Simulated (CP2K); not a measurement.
# quartet Si2NH6: levels of theory compared

We compute a comparison of 4 runs (UB3LYP/6-31G*, AM1, PM3, PM6) of quartet Si2NH6. 

Program for the calculation: CP2K 2026.2.

2 further runs of the same task are left out: 2 set aside as unsound or not needed.

## 1. The structure to begin with

Si2NH6: 9 atoms, total charge 0, spin state quartet. SMILES of the parent species: `N[SiH][SiH3]`. The shape is that of a PBE0-D4/def2-TZVP optimisation. This is one conformer, not always the lowest. That shape belongs to the parent species and isn't relaxed for this state.

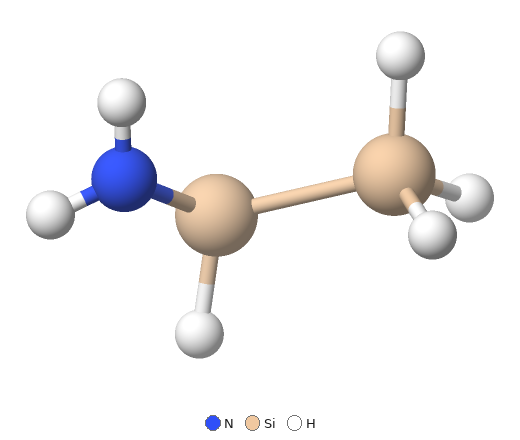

The structure, seen from a chosen angle (nitrogen blue, silicon light orange, hydrogen white).

## 2. A single-point energy at UB3LYP/6-31G(d) (spherical functions) (run 1)

File gas.inp:

```
&FORCE_EVAL
    METHOD QUICKSTEP
    &DFT
        BASIS_SET_FILE_NAME ./6_31gs.basis
        POTENTIAL_FILE_NAME POTENTIAL
        MULTIPLICITY 4
        SPIN_POLARIZED T
        # Quickstep
        &QS
            METHOD GAPW
            EPS_DEFAULT 1.0E-10
        &END QS
        # plane-wave cutoff in Ry
        &MGRID
            CUTOFF 280
            REL_CUTOFF 50
            NGRIDS 4
        &END MGRID
        # cluster boundary conditions
        &POISSON
            PERIODIC NONE
            POISSON_SOLVER MULTIPOLE
        &END POISSON
        &SCF
            SCF_GUESS ATOMIC
            EPS_SCF 1.0E-07
            MAX_SCF 150
            ADDED_MOS 5
            &DIAGONALIZATION
                ALGORITHM STANDARD
            &END DIAGONALIZATION
            &MIXING
                METHOD DIRECT_P_MIXING
                ALPHA 0.4
            &END MIXING
        &END SCF
        # functional
        &XC
            &XC_FUNCTIONAL
                &HYB_GGA_XC_B3LYP
                &END HYB_GGA_XC_B3LYP
            &END XC_FUNCTIONAL
            &HF
                FRACTION 0.2
                &SCREENING
                    EPS_SCHWARZ 1.0E-10
                &END SCREENING
                &MEMORY
                    MAX_MEMORY 1050
                &END MEMORY
            &END HF
        &END XC
        &PRINT
            &MOMENTS
                PERIODIC F
                REFERENCE COM
                MAX_MOMENT 1
            &END MOMENTS
            &MO ON
                ENERGIES T
                OCCUPATION_NUMBERS T
                NDIGITS 6
                &EACH
                    QS_SCF 0
                &END EACH
                ADD_LAST NUMERIC
            &END MO
            &LOWDIN ON
            &END LOWDIN
            &HIRSHFELD OFF
            &END HIRSHFELD
        &END PRINT
    &END DFT
    # atoms, cell and kinds
    &SUBSYS
        # vacuum box
        &CELL
            ABC 10.3 11.3 11.4
            PERIODIC NONE
        &END CELL
        &COORD
            UNIT bohr
            N     -1.5119699     1.5879369    -2.6480732
            Si    -0.7797010     1.7047219     0.5270446
            Si     1.1863701    -2.0352350     1.8188614
            H     -2.5637914     0.1698864    -3.3593661
            H     -1.7402488     3.1923143    -3.6471714
            H      0.8722976     3.9723933     0.8469752
            H      3.6632341    -2.5585002     0.5805239
            H     -0.5336587    -4.1895228     1.2468413
            H      1.5747088    -1.9311111     4.6020500
        &END COORD
        &TOPOLOGY
            &CENTER_COORDINATES
            &END CENTER_COORDINATES
        &END TOPOLOGY
        &KIND N
            BASIS_SET 6-31Gs
            POTENTIAL ALL
            LEBEDEV_GRID 194
            RADIAL_GRID 100
        &END KIND
        &KIND Si
            BASIS_SET 6-31Gs
            POTENTIAL ALL
            LEBEDEV_GRID 194
            RADIAL_GRID 100
        &END KIND
        &KIND H
            BASIS_SET 6-31Gs
            POTENTIAL ALL
            LEBEDEV_GRID 194
            RADIAL_GRID 100
        &END KIND
    &END SUBSYS
&END FORCE_EVAL
&GLOBAL
    PROJECT gas
    RUN_TYPE ENERGY
    PRINT_LEVEL MEDIUM
&END GLOBAL
```

The run is started by

```
$ OMP_NUM_THREADS=1 cp2k.psmp gas.inp > gas.out
```

What it wrote:

```text
CP2K| version string:                                       CP2K version 2026.2
[...]
 GLOBAL| Method name                                                        CP2K
[...]
 GLOBAL| Run type                                                         ENERGY
[...]
 DFT| Spin unrestricted (spin-polarized) Kohn-Sham calculation               UKS
 DFT| Multiplicity                                                             4
[...]
 DFT| Charge                                                                   0
[...]
 FUNCTIONAL| HYB_GGA_XC_B3LYP:
[...]
 QS| Method:                                                                GAPW
[...]
 QS| Density cutoff [a.u.]:                                                140.0
[...]
 QS| Relative density cutoff [a.u.]:                                        25.0
[...]
                             - Atoms:                                          9
[...]
                             - Spherical basis functions:                     62
[...]
 Number of electrons:                                                         22
[...]
     1 P_Mix/Diag. 0.40E+00    4.6     0.47723396      -637.6520711699 -6.38E+02
[...]
    37 DIIS/Diag.  0.78E-07    2.6     0.00000005      -637.0819832343 -1.14E-13
  *** SCF run converged in    37 steps ***
[...]
  Overlap energy of the core charge distribution:               0.00000058174924
  Self energy of the core charge distribution:               -307.58323498585605
  Core Hamiltonian energy:                                   -327.89904114224970
  Hartree energy:                                              88.34919255180155
  Exchange-correlation energy:                                -13.10924588861308
  Hartree-Fock Exchange energy:                                -9.87218548227808
[...]
  Ideal and single determinant S**2 :                    3.750000       3.755029
[...]
                     Mulliken Population Analysis
 #  Atom  Element  Kind  Atomic population (alpha,beta) Net charge  Spin moment
       1     N        1         4.038797     3.484925    -0.523723     0.553872
       2     Si       2         7.879237     6.201834    -0.081071     1.677403
       3     Si       2         7.107047     6.761016     0.131937     0.346031
       4     H        3         0.354245     0.319323     0.326432     0.034922
       5     H        3         0.397318     0.303004     0.299678     0.094314
       6     H        3         0.560822     0.447370    -0.008192     0.113452
       7     H        3         0.536286     0.512010    -0.048295     0.024276
       8     H        3         0.557093     0.493946    -0.051039     0.063147
       9     H        3         0.569155     0.476572    -0.045727     0.092583
 # Total charge and spin       22.000000    19.000000    -0.000000     3.000000
[...]
  Dipole moment [Debye]
    X= -0.7947375E+00 Y=  0.2919202E+00 Z= -0.2276739E+01  Total=      2.4290668
 ENERGY| Total FORCE_EVAL ( QS ) energy [hartree]           -637.081983234310428
[...]
```

It took 1.7 min on 1 thread of Arm Neoverse V2, shared host; peak memory 0.9 GiB.

## 3. A single-point energy at AM1 (run 2)

File molecule.xyz:

```xyz
9

N     -0.800100     0.840300    -1.401300
Si    -0.412600     0.902100     0.278900
Si     0.627800    -1.077000     0.962500
H     -1.356700     0.089900    -1.777700
H     -0.920900     1.689300    -1.930000
H      0.461600     2.102100     0.448200
H      1.938500    -1.353900     0.307200
H     -0.282400    -2.217000     0.659800
H      0.833300    -1.021900     2.435300
```

File molecule.inp:

```
&GLOBAL
  PROJECT molecule
  RUN_TYPE ENERGY
  PRINT_LEVEL MEDIUM
&END GLOBAL

&FORCE_EVAL
  METHOD QUICKSTEP
  &DFT
    CHARGE 0
    MULTIPLICITY 4
    UNRESTRICTED_KOHN_SHAM T
    # Quickstep
    &QS
      METHOD AM1
      EPS_DEFAULT 1.0E-10
      &SE
        &COULOMB
          CUTOFF [angstrom] 50
          RC_RANGE [angstrom] 0
        &END COULOMB
        &EXCHANGE
          CUTOFF [angstrom] 50
          RC_RANGE [angstrom] 0
        &END EXCHANGE
      &END SE
    &END QS
    &POISSON
      PERIODIC NONE
      POISSON_SOLVER ANALYTIC
    &END POISSON
    &SCF
      SCF_GUESS ATOMIC
      EPS_SCF 1.0E-06
      MAX_SCF 100
      ADDED_MOS 4
      &DIAGONALIZATION
        ALGORITHM STANDARD
      &END DIAGONALIZATION
      &MIXING
        METHOD DIRECT_P_MIXING
        ALPHA 0.4
      &END MIXING
    &END SCF
    &PRINT
      &MOMENTS
        PERIODIC F
        REFERENCE COM
        MAX_MOMENT 1
      &END MOMENTS
      &MO ON
        ENERGIES T
        OCCUPATION_NUMBERS T
        NDIGITS 6
        &EACH
          QS_SCF 0
        &END EACH
        ADD_LAST NUMERIC
      &END MO
      &HIRSHFELD OFF
      &END HIRSHFELD
    &END PRINT
  &END DFT
  &SUBSYS
    # box in angstrom
    &CELL
      ABC [angstrom] 11.3 12.3 12.4
      PERIODIC NONE
    &END CELL
    &TOPOLOGY
      COORD_FILE_NAME molecule.xyz
      COORD_FILE_FORMAT XYZ
      &CENTER_COORDINATES
      &END CENTER_COORDINATES
    &END TOPOLOGY
  &END SUBSYS
&END FORCE_EVAL
```

The run is started by

```
$ OMP_NUM_THREADS=1 cp2k.psmp -i molecule.inp -o molecule.out
```

What it wrote:

```text
CP2K| version string:                                       CP2K version 2026.2
[...]
 GLOBAL| Method name                                                        CP2K
[...]
 GLOBAL| Run type                                                         ENERGY
[...]
                             - Atoms:                                          9
[...]
                             - Spherical basis functions:                     18
[...]
 Number of electrons:                                                         11
[...]
     1 P_Mix/Diag. 0.40E+00    0.0     0.42552297       -12.7159268126 -1.27E+01
[...]
    20 DIIS/Diag.  0.25E-06    0.0     0.00000066       -16.6952654604 -7.06E-12
  *** SCF run converged in    20 steps ***
  Core-core repulsion energy [eV]:                            812.41147872641875
  Core Hamiltonian energy [eV]:                              -692.59868519262693
  Two-electron integral energy [eV]:                        -1148.22814112650144
  Electronic energy [eV]:                                   -1266.71275575587765
  Total energy [eV]:                                         -454.30127702945896
  Atomic reference energy [eV]:                               456.64654044346747
  Heat of formation [kcal/mol]:                                54.08306342213688
[...]
 SE_DIPOLE| Moment [Debye]          1.30842325      -0.11795675       0.84321458
 SE_DIPOLE| Derivative [a.u.]       0.00000000       0.00000000       0.00000000
 ENERGY| Total FORCE_EVAL ( QS ) energy [hartree]            -16.695265460378263
[...]
```

It took 0.24 s on 1 thread of Arm Neoverse V2, shared host.

## 4. A single-point energy at PM3 (run 3)

File calc.inp:

```
&GLOBAL
  PROJECT calc
  RUN_TYPE ENERGY
  PRINT_LEVEL MEDIUM
&END GLOBAL

&FORCE_EVAL
  METHOD Quickstep
  &DFT
    MULTIPLICITY 4
    UNRESTRICTED_KOHN_SHAM T
    # Quickstep
    &QS
      METHOD PM3
      EPS_DEFAULT 1.0E-10
      &SE
        &COULOMB
          CUTOFF [angstrom] 50
          RC_RANGE [angstrom] 0
        &END COULOMB
        &EXCHANGE
          CUTOFF [angstrom] 50
          RC_RANGE [angstrom] 0
        &END EXCHANGE
      &END SE
    &END QS
    # cluster boundary conditions
    &POISSON
      PERIODIC NONE
      POISSON_SOLVER ANALYTIC
    &END POISSON
    # SCF settings
    &SCF
      SCF_GUESS ATOMIC
      EPS_SCF 1.0E-06
      MAX_SCF 40
      &OT
        MINIMIZER DIIS
        PRECONDITIONER FULL_SINGLE_INVERSE
      &END OT
      &OUTER_SCF
        EPS_SCF 1.0E-06
        MAX_SCF 8
      &END OUTER_SCF
    &END SCF
    # extra output
    &PRINT
      &MOMENTS
        PERIODIC F
        REFERENCE COM
        MAX_MOMENT 1
      &END MOMENTS
      &MO_CUBES
        NLUMO 5
        NHOMO -1
        WRITE_CUBE F
      &END MO_CUBES
      &HIRSHFELD OFF
      &END HIRSHFELD
    &END PRINT
  &END DFT
  &SUBSYS
    &CELL
      ABC 11.3 12.3 12.4
      PERIODIC NONE
    &END CELL
    &COORD
      N      4.559000     7.047750     4.546050
      Si     4.946500     7.109550     6.226250
      Si     5.986900     5.130450     6.909850
      H      4.002400     6.297350     4.169650
      H      4.438200     7.896750     4.017350
      H      5.820700     8.309550     6.395550
      H      7.297600     4.853550     6.254550
      H      5.076700     3.990450     6.607150
      H      6.192400     5.185550     8.382650
    &END COORD
  &END SUBSYS
&END FORCE_EVAL
```

The run is started by

```
$ OMP_NUM_THREADS=1 cp2k.psmp calc.inp > calc.out
```

What it wrote:

```text
CP2K| version string:                                       CP2K version 2026.2
[...]
 GLOBAL| Method name                                                        CP2K
[...]
 GLOBAL| Run type                                                         ENERGY
[...]
                             - Atoms:                                          9
[...]
                             - Spherical basis functions:                     18
[...]
 Number of electrons:                                                         11
[...]
     1 OT DIIS     0.80E-01    0.0     0.16377757       -11.7047084967 -1.17E+01
[...]
    25 OT DIIS     0.80E-01    0.0     0.00000092       -14.5456028846 -1.34E-10
  *** SCF run converged in    25 steps ***
  Core-core repulsion energy [eV]:                            722.98222051035964
  Core Hamiltonian energy [eV]:                              -574.01003244345929
  Two-electron integral energy [eV]:                        -1089.55634316770193
  Electronic energy [eV]:                                   -1118.78820402731026
  Total energy [eV]:                                         -395.80598351695073
  Atomic reference energy [eV]:                               399.48688094346738
  Heat of formation [kcal/mol]:                                84.88351789380688
[...]
 SE_DIPOLE| Moment [Debye]          1.12277378      -0.23262132       1.52167990
 SE_DIPOLE| Derivative [a.u.]       0.00000000       0.00000000       0.00000000
 *** WARNING in qs_scf_post_se.F:140 :: Printing of MO cube files not ***
 *** implemented for Semi-Empirical method.                           ***
 ENERGY| Total FORCE_EVAL ( QS ) energy [hartree]            -14.545602884565735
[...]
```

Run time: 1.4 s. Hardware: 1 thread of Arm Neoverse V2, shared host.

## 5. A single-point energy at PM6 (run 4)

File gas.inp:

```
&FORCE_EVAL
    METHOD Quickstep
    &DFT
        MULTIPLICITY 4
        UNRESTRICTED_KOHN_SHAM T
        &QS
            METHOD PM6
            EPS_DEFAULT 1.0E-10
            &SE
                &COULOMB
                    CUTOFF [angstrom] 50
                    RC_RANGE [angstrom] 0
                &END
                &EXCHANGE
                    CUTOFF [angstrom] 50
                    RC_RANGE [angstrom] 0
                &END
            &END
        &END
        # isolated system
        &POISSON
            PERIODIC NONE
            POISSON_SOLVER ANALYTIC
        &END
        # self-consistent field
        &SCF
            SCF_GUESS ATOMIC
            EPS_SCF 1.0E-07
            MAX_SCF 40
            &OT
                MINIMIZER DIIS
                PRECONDITIONER FULL_ALL
            &END
            &OUTER_SCF
                EPS_SCF 1.0E-07
                MAX_SCF 5
            &END
        &END
        # extra output
        &PRINT
            &MOMENTS
                PERIODIC F
                REFERENCE COM
                MAX_MOMENT 1
            &END
            &MO_CUBES
                NLUMO 3
                NHOMO -1
                WRITE_CUBE F
            &END
            &HIRSHFELD OFF
            &END
        &END
    &END
    # atoms, cell and kinds
    &SUBSYS
        &CELL
            ABC 15.3 16.3 16.4
            PERIODIC NONE
        &END
        &COORD
            UNIT bohr
            N     -1.5119699     1.5879369    -2.6480732
            Si    -0.7797010     1.7047219     0.5270446
            Si     1.1863701    -2.0352350     1.8188614
            H     -2.5637914     0.1698864    -3.3593661
            H     -1.7402488     3.1923143    -3.6471714
            H      0.8722976     3.9723933     0.8469752
            H      3.6632341    -2.5585002     0.5805239
            H     -0.5336587    -4.1895228     1.2468413
            H      1.5747088    -1.9311111     4.6020500
        &END
        &TOPOLOGY
            &CENTER_COORDINATES
            &END
        &END
    &END
&END

&GLOBAL
    PROJECT_NAME gas
    RUN_TYPE ENERGY
    PRINT_LEVEL MEDIUM
&END
```

The run is started by

```
$ OMP_NUM_THREADS=1 cp2k.psmp -i gas.inp -o gas.out
```

What it wrote:

```text
CP2K| version string:                                       CP2K version 2026.2
[...]
 GLOBAL| Method name                                                        CP2K
[...]
 GLOBAL| Run type                                                         ENERGY
[...]
                             - Atoms:                                          9
[...]
                             - Spherical basis functions:                     28
[...]
 Number of electrons:                                                         11
[...]
     1 OT DIIS     0.15E+00    0.0     0.16350742       -11.3731202696 -1.14E+01
[...]
    40 OT DIIS     0.15E+00    0.0     0.00000009       -14.7799507385 -2.42E-12
  *** SCF run converged in    40 steps ***
  Core-core repulsion energy [eV]:                            740.15255389649383
  Core Hamiltonian energy [eV]:                              -619.82387469229991
  Two-electron integral energy [eV]:                        -1045.02318426163924
  Electronic energy [eV]:                                   -1142.33546682311953
  Total energy [eV]:                                         -402.18291292662559
  Atomic reference energy [eV]:                               407.14647894346746
  Heat of formation [kcal/mol]:                               114.46256061701739
[...]
 SE_DIPOLE| Moment [Debye]         -0.15563039       0.81812755       0.89968601
 SE_DIPOLE| Derivative [a.u.]       0.00000000       0.00000000       0.00000000
 *** WARNING in qs_scf_post_se.F:140 :: Printing of MO cube files not ***
 *** implemented for Semi-Empirical method.                           ***
 ENERGY| Total FORCE_EVAL ( QS ) energy [hartree]            -14.779950738511371
[...]
```

Run time: 1.1 s. Hardware: 1 thread of Arm Neoverse V2, shared host.

## 6. All runs side by side

| run | level | scheme | SCF convergence threshold | energy (Eh) | dipole moment (D) | wall time |
| --- | --- | --- | --- | --- | --- | --- |
| 1 | UB3LYP/6-31G* (spherical functions) | GAPW | 1e-07 | -637.081983 | 2.43 | 1.7 min |
| 2 | AM1 | – | 1e-06 | -16.695265 | 1.56 | 0.24 s |
| 3 | PM3 | – | 1e-06 | -14.545603 | 1.91 | 1.4 s |
| 4 | PM6 | – | 1e-07 | -14.779951 | 1.23 | 1.1 s |

## 7. Results

| quantity | value |
| --- | --- |
| run 4: total energy | -14.77995 Eh |
| run 4: dipole moment | 1.23 D |
| run 4: heat of formation | 114.5 kcal/mol |

The dipole moment (its size) runs from 1.23 D (PM6) to 2.43 D (UB3LYP/6-31G*). The two ends differ in method and basis and Hamiltonian. Force-field and semi-empirical energies have zeros of their own, so their totals don't compare. All runs together took 1.7 min, the longest 1.7 min.
